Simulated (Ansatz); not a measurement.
System: C3H7Zn (charge +1).

```yaml
atoms:
  - { symbol: C, position_ang: [2.3813, 0.9850, 0.1894] }
  - { symbol: C, position_ang: [1.0162, 0.8278, -0.3513] }
  - { symbol: C, position_ang: [-0.1177, 1.4856, 0.0887] }
  - { symbol: Zn, position_ang: [-0.6283, -0.1362, 1.3695] }
  - { symbol: H, position_ang: [2.8645, 0.0026, 0.3805] }
  - { symbol: H, position_ang: [2.4424, 1.6356, 1.0818] }
  - { symbol: H, position_ang: [3.0020, 1.4367, -0.6212] }
  - { symbol: H, position_ang: [0.9053, 0.1348, -1.2104] }
  - { symbol: H, position_ang: [-0.0299, 2.3030, 0.8325] }
  - { symbol: H, position_ang: [-1.0367, 1.4650, -0.5297] }
  - { symbol: H, position_ang: [-1.1690, -1.1575, 2.3646] }
```

Geometry: PBE-D3(BJ)/def2-SVP.

Method: isolated molecule in a Gaussian basis; Kohn-Sham density functional theory, functional PBE0 (Ansatz).

Predict the electron density and electron localisation function between the atoms.

C–C (1.38 Å): ρ is about 2.2 e/Å³ halfway; the ELF peaks at about 0.95 between the atoms: a covalent bond.
C–H (1.11 Å): the density is about 2 e/Å³ at the midpoint; the ELF climbs to about 1 towards the hydrogen, as it does in any bond to H (an ordinary covalent bond to hydrogen).
C–C (1.48 Å): the density is about 1.8 e/Å³ at the midpoint; the ELF peaks at about 0.95 between the atoms, as expected for a shared electron pair.

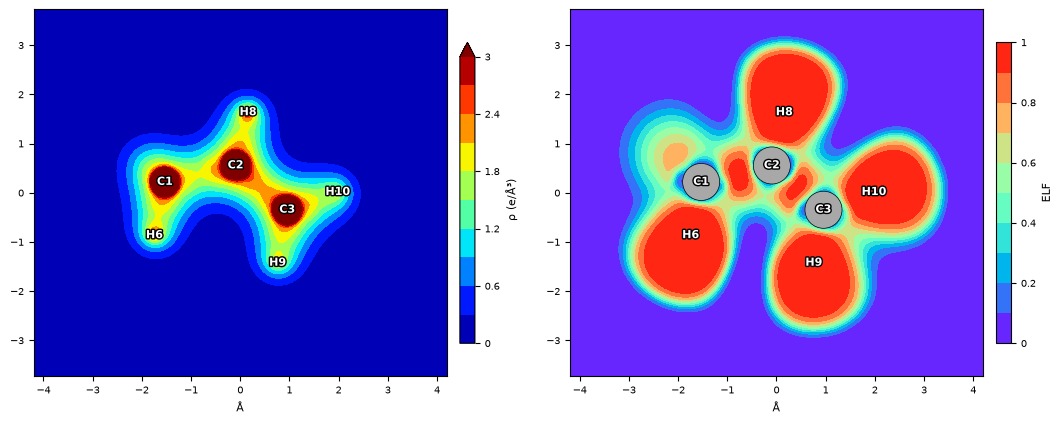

Computed electron density and electron localisation function on the plane of atoms C3, C2 and H8, in this order. Grey discs cover the atomic cores in the ELF map. 
